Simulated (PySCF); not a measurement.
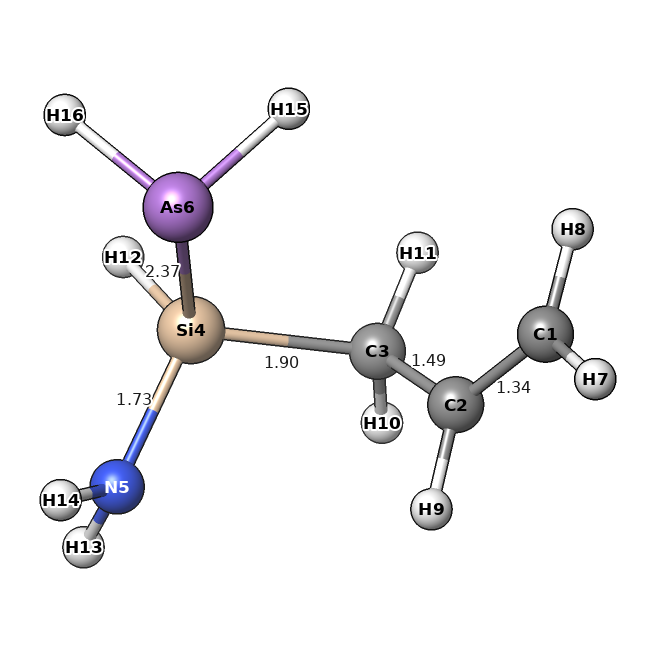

Bond lengths are marked in Å; every bond is drawn as one stick. The geometry was computed by an optimisation with PBE0-D3(BJ)/def2-SVP. No frequency run is at hand to confirm it as a minimum.

### Assign a bond order to each marked bond.

C1–C2 double; C2–C3 single; C3–Si4 single; Si4–N5 single; Si4–As6 single.

### Give the structure as SMILES.

C=CC[Si@@H](N)[AsH2]
